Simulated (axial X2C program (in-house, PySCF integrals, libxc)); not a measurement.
# All-electron X2C curves of CrO

What are the state, bond length, wavenumber and bond energy of CrO, and what does spin–orbit coupling change?

Computed with an in-house X2C program for linear molecules on PySCF integrals. Level: all-electron X2C, Cr dyall-cv3z, O dyall-av3z.

All values are calculated.

### Step 1. Input

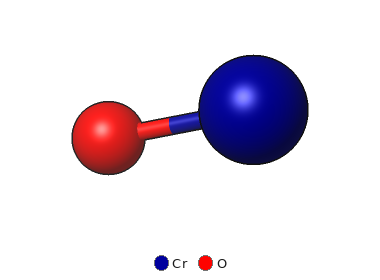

The two atoms at 1.680 Å (chromium blue, oxygen red).

task.json

```json
{"zs": [24, 8], "q": 0, "bas": ["dyall-cv3z", "dyall-av3z"], "levels": ["PBE0", "HF", "LDA"], "cc": true, "r0": 1.68, "thr": -2.0, "nmax": 90, "npts": 10, "nst": 2, "ntry": 6}
```

Keys: zs atomic numbers; q charge; bas basis sets; levels methods (HF also brings MP2); cc coupled cluster on or off; r0 starting distance in Å; thr threshold in hartree for freezing inner shells (an s shell follows its p shell); nmax most natural virtual spinors; npts points asked for on the curve; nst determinants followed; ntry starts of the search.

The run is started by

```bash
python so2c.py task.json out
```

Spin-free means the one-electron spin-free X2C Hamiltonian; two-component (2c) means X2C with spin–orbit coupling and atomic mean-field two-electron Coulomb and Gaunt terms. Basis: Cr dyall-cv3z contracted to [9s10p6d3f2g], O dyall-av3z contracted to [7s6p3d2f]; Gaussian nuclei, density fitting. Masses: Cr 51.941 u, O 15.995 u.

Notation: σ, π±, δ± give the projection m of an orbital's angular momentum (0, ±1, ±2), α and β its spin, Λ and M_S the sums; ω is the projection of a spinor's total angular momentum and Ω the sum. Logs are in hartree.

The results follow Hamiltonian by Hamiltonian and level by level.

### Step 2. Search for the lowest determinant

PBE0 moves the distance from 1.680 Å to 1.606 Å and compares determinants there.

Spin-free determinants:

| ΔE (eV) | state | open shells |
| --- | --- | --- |
| 0.00 | M_S = 2, Λ = 1 | beyond closed shells: σα, π+α, δ+α, δ-α |
| 0.89 | M_S = 2, Λ = 0 | beyond closed shells: π+α, π-α, δ+α, δ-α |
| 1.12 | M_S = 1, Λ = 0 | beyond closed shells: δ+α, δ-α |
| 1.14 | M_S = 1, Λ = 1 | beyond closed shells: σβ, π+α, δ+α, δ-α |
| 1.32 | M_S = 2, Λ = 0 | beyond closed shells: 2 × σα, δ+α, δ-α |
| 1.38 | M_S = 1, Λ = 1 | beyond closed shells: σα, π+β, δ+α, δ-α |
| 1.62 | M_S = 2, Λ = 2 | beyond closed shells: σα, π+α, π-α, δ+α |

Two-component determinants:

```
ΔE (eV)  state                                            open shells
   0.00  Ω = 1                excess of +ω over −ω: ω = -3/2, ω = 5/2
   0.03  Ω = 3                 excess of +ω over −ω: ω = 1/2, ω = 5/2
   0.91  Ω = 2                excess of +ω over −ω: ω = -1/2, ω = 5/2
   1.14  Ω = 0  excess of +ω over −ω: 2 × ω = -1/2, ω = -3/2, ω = 5/2
   1.34  Ω = 2   excess of +ω over −ω: 2 × ω = 1/2, ω = -3/2, ω = 5/2
   1.41  Ω = 0   excess of +ω over −ω: ω = 1/2, 2 × ω = -3/2, ω = 5/2
   1.95  Ω = 1   excess of +ω over −ω: ω = 1/2, 2 × ω = 3/2, ω = -5/2
```

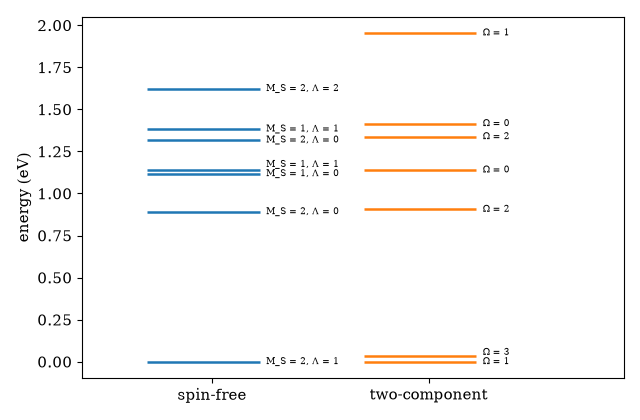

The determinants found, each set from its own lowest.

### Step 3. PBE0, spin-free

State followed: M_S = 2, Λ = 1 (beyond closed shells: σα, π+α, δ+α, δ-α). The scan is laid around 1.606 Å, a first estimate of the minimum, and this SCF restarts from the orbitals of the search.

Output at 1.606 Å:

```text
spin-free X2C-1e  PBE0
basis functions 162  fitting functions 892  grid points 5075
iter        total energy     max residual
   1      -1125.824950844     2.47e-05
   2      -1125.824950811     6.94e-05
   3      -1125.824950848     7.43e-06
   4      -1125.824950849     2.92e-06
converged
one-electron -1674.97448610  Coulomb 543.26378893  exact exchange -14.01294343  xc functional -43.36533547  nuclear repulsion 63.26402522
```

Along the bond, energies from the lowest point:

```tsv
R (Å)	E (eV)	μ (D)	HOMO (eV)	LUMO (eV)	iterations
1.397	1.1997	-2.29	-5.32	-2.33	14
1.462	0.4860	-2.93	-5.59	-2.54	13
1.510	0.1860	-3.37	-5.75	-2.69	14
1.558	0.0364	-3.78	-5.88	-2.83	15
1.606	0.0000	-4.14	-5.96	-2.95	4
1.662	0.0575	-4.49	-6.02	-3.05	15
1.718	0.1833	-4.74	-6.03	-3.10	15
1.791	0.3976	-4.94	-6.03	-3.10	15
1.879	0.6899	-5.08	-6.02	-3.03	15
2.007	1.1232	-5.27	-6.04	-2.86	15
```

Dipoles are positive if O is the positive end.

Outer orbitals at the reference distance:

```json
{"symmetry": "σβ", "occupied": "yes", "ε (eV)": "-24.87", "atomic character": "76% O s, 10% Cr d, 8% Cr p"}
{"symmetry": "σα", "occupied": "yes", "ε (eV)": "-24.15", "atomic character": "75% O s, 11% Cr d, 8% Cr p"}
{"symmetry": "π+α", "occupied": "yes", "ε (eV)": "-10.03", "atomic character": "53% Cr d, 44% O p"}
{"symmetry": "σα", "occupied": "yes", "ε (eV)": "-9.79", "atomic character": "53% O p, 40% Cr d, 5% O s"}
{"symmetry": "σβ", "occupied": "yes", "ε (eV)": "-9.63", "atomic character": "76% O p, 16% Cr d, 3% O s"}
{"symmetry": "π-β", "occupied": "yes", "ε (eV)": "-9.11", "atomic character": "80% O p, 15% Cr d, 2% Cr p"}
{"symmetry": "π+β", "occupied": "yes", "ε (eV)": "-9.11", "atomic character": "80% O p, 15% Cr d, 2% Cr p"}
{"symmetry": "π-α", "occupied": "yes", "ε (eV)": "-8.99", "atomic character": "52% O p, 44% Cr d"}
{"symmetry": "δ+α", "occupied": "yes", "ε (eV)": "-8.06", "atomic character": "99% Cr d"}
{"symmetry": "δ-α", "occupied": "yes", "ε (eV)": "-7.95", "atomic character": "99% Cr d"}
{"symmetry": "σα", "occupied": "yes", "ε (eV)": "-6.10", "atomic character": "52% Cr s, 20% O p, 17% Cr d"}
{"symmetry": "π+α", "occupied": "yes", "ε (eV)": "-5.96", "atomic character": "43% Cr d, 42% O p, 12% Cr p"}
{"symmetry": "π-α", "occupied": "no", "ε (eV)": "-2.95", "atomic character": "46% Cr d, 30% O p, 23% Cr p"}
{"symmetry": "σα", "occupied": "no", "ε (eV)": "-2.07", "atomic character": "37% Cr p, 27% Cr d, 20% O p"}
{"symmetry": "σβ", "occupied": "no", "ε (eV)": "-2.00", "atomic character": "66% Cr s, 10% Cr p, 8% O p"}
{"symmetry": "π+α", "occupied": "no", "ε (eV)": "-0.43", "atomic character": "80% Cr p, 9% O p, 8% Cr d"}
```

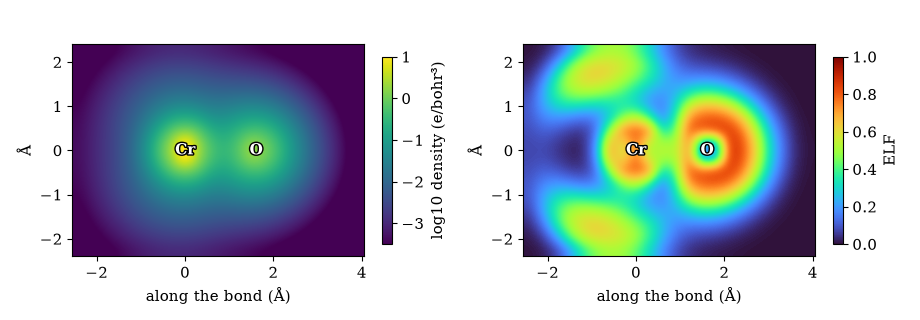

PBE0 fields in a plane through the axis, from a grid of 0.3 Å; Cr lies at z = 0 and O at z = 1.606 Å; the ELF is damped to zero where the density is low.

Re = 1.601 Å, ωe = 894 cm⁻¹, ωexe = 11.3 cm⁻¹, Be = 0.538 cm⁻¹, De = 4.12 eV, μ = -4.11 D.

### Step 4. HF, spin-free

Output at 1.606 Å:

```text
spin-free X2C-1e  HF
basis functions 162  fitting functions 892  grid points 5075
iter        total energy     max residual
   1      -1124.498445667     7.56e-02
   2      -1124.529602347     2.85e-02
   3      -1124.531376811     3.55e-02
   4      -1124.540289461     8.31e-03
   5      -1124.542508639     7.67e-03
   6      -1124.543830489     4.95e-03
   7      -1124.545890416     3.37e-03
   8      -1124.546807149     3.27e-03
   9      -1124.547018512     3.57e-03
  10      -1124.546231257     2.52e-03
  11      -1124.546036217     1.30e-03
  12      -1124.546072681     4.98e-04
  13      -1124.546085101     2.65e-04
  14      -1124.546088447     1.07e-04
  15      -1124.546089178     8.35e-05
  16      -1124.546089400     3.79e-05
  17      -1124.546089500     1.36e-05
  18      -1124.546089509     3.32e-06
  19      -1124.546089509     1.52e-06
converged
one-electron -1674.48230120  Coulomb 542.89189393  exact exchange -56.21970746  xc functional 0.00000000  nuclear repulsion 63.26402522
```

On the way the iterations pass 0.025 eV below the final energy, so this may not be the lowest solution of its occupation.

No constants are quoted: the solution changes its character somewhere along the scan, so the fit is set aside.

### Step 5. LDA, spin-free

Output at 1.606 Å:

```text
spin-free X2C-1e  LDA
basis functions 162  fitting functions 892  grid points 5075
iter        total energy     max residual
   1      -1123.310450323     8.47e-02
   2      -1123.292847273     7.41e-02
   3      -1122.913641660     2.07e-01
   4      -1123.321207225     1.73e-02
   5      -1123.322993075     1.08e-02
   6      -1123.323963499     9.79e-03
   7      -1123.324534502     2.10e-03
   8      -1123.324563579     3.37e-04
   9      -1123.324564268     5.78e-05
  10      -1123.324564297     9.59e-06
  11      -1123.324564298     3.49e-06
converged
one-electron -1674.75112677  Coulomb 542.94774923  exact exchange 0.00000000  xc functional -54.78521198  nuclear repulsion 63.26402522
```

Re = 1.580 Å, ωe = 996 cm⁻¹, ωexe = 5.91 cm⁻¹, Be = 0.5521 cm⁻¹, De = 6.42 eV, μ = -3.40 D.

### Step 6. Correlated methods, spin-free

Correlated methods: 12 electrons correlated (frozen shells, counted by type: Cr 3 s, 2 p; O 1 s), 262 virtual spinors in MP2, 90 natural virtuals in coupled cluster.

Output of the correlated part at 1.606 Å:

```text
correlated 12  virtual 262  natural virtual 90  E(MP2) -0.395697556  MP2 remainder -0.016755888
iter   CCSD correlation   residual
   1     -0.356350697   1.93e-01
   2     -0.373782624   1.10e-01
   3     -0.383112631   4.75e-02
   4     -0.385387453   2.54e-02
   5     -0.386928164   1.33e-02
   6     -0.387163791   4.49e-03
   7     -0.387236300   1.97e-03
   8     -0.387278077   8.17e-04
   9     -0.387263164   4.48e-04
  10     -0.387278860   2.29e-04
  11     -0.387268099   1.11e-04
  12     -0.387270723   5.07e-05
  13     -0.387270309   2.51e-05
  14     -0.387270655   1.50e-05
  15     -0.387270952   7.00e-06
  16     -0.387271039   3.46e-06
  17     -0.387270962   1.62e-06
  18     -0.387270961   8.92e-07
(T) -0.021670534  T1 0.0727  D1 0.1207  max T2 0.096
```

T1 in the output is the amplitude norm over the root of the electron number; divide by √2 for the Lee–Taylor value.

MP2: No constants are quoted: the reference changes its character somewhere along the scan, so the fit is set aside.

CCSD: No constants are quoted: the reference changes its character somewhere along the scan, so the fit is set aside.

CCSD(T): No constants are quoted: the reference changes its character somewhere along the scan, so the fit is set aside.

### Step 7. A higher determinant, spin-free

State: M_S = 2, Λ = 0 (beyond closed shells: π+α, π-α, δ+α, δ-α).

Output at the reference distance:

```text
spin-free X2C-1e  PBE0
basis functions 162  fitting functions 892  grid points 5075
iter        total energy     max residual
   1      -1125.792204912     6.89e-06
   2      -1125.792204911     1.82e-05
converged
one-electron -1676.61227746  Coulomb 545.05436808  exact exchange -14.04519230  xc functional -43.45312845  nuclear repulsion 63.26402522
```

```tsv
R (Å)	E above the lowest PBE0 point (eV)
1.397	2.538
1.462	1.666
1.510	1.255
1.558	1.008
1.606	0.891
1.662	0.884
1.718	0.981
1.791	1.209
1.879	1.574
```

Re = 1.637 Å, ωe = 916 cm⁻¹, ωexe = 5.31 cm⁻¹, Be = 0.5146 cm⁻¹, μ = -6.09 D. Te = 0.87 eV.

### Step 8. The spin-free curves together

Energy (eV) of the followed determinant, spin-free, from each level's lowest point:

```tsv
R (Å)	PBE0	HF (jumps)	MP2 (its reference jumps)	CCSD (its reference jumps)	CCSD(T) (its reference jumps)	LDA
1.397	1.200	1.678	1.062	n/a	n/a	1.058
1.462	0.486	0.835	0.651	0.601	0.555	0.385
1.510	0.186	0.498	0.095	0.261	0.221	0.116
1.558	0.036	0.241	0.000	0.073	0.049	0.000
1.606	0.000	0.095	0.085	0.000	0.000	0.003
1.662	0.058	0.016	0.308	0.017	0.042	0.116
1.718	0.183	0.000	0.614	0.114	0.153	0.314
1.791	0.398	0.036	1.072	0.321	0.361	0.645
1.879	0.690	0.128	1.652	n/a	n/a	1.107
2.007	1.123	0.310	2.397	n/a	n/a	1.792
```

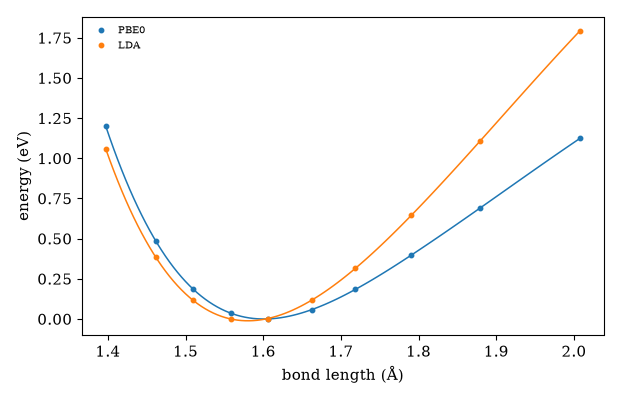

Curves of the followed state, spin-free, each from its own lowest point. Left out: HF, MP2, CCSD, CCSD(T).

[end of part 1 of 2]
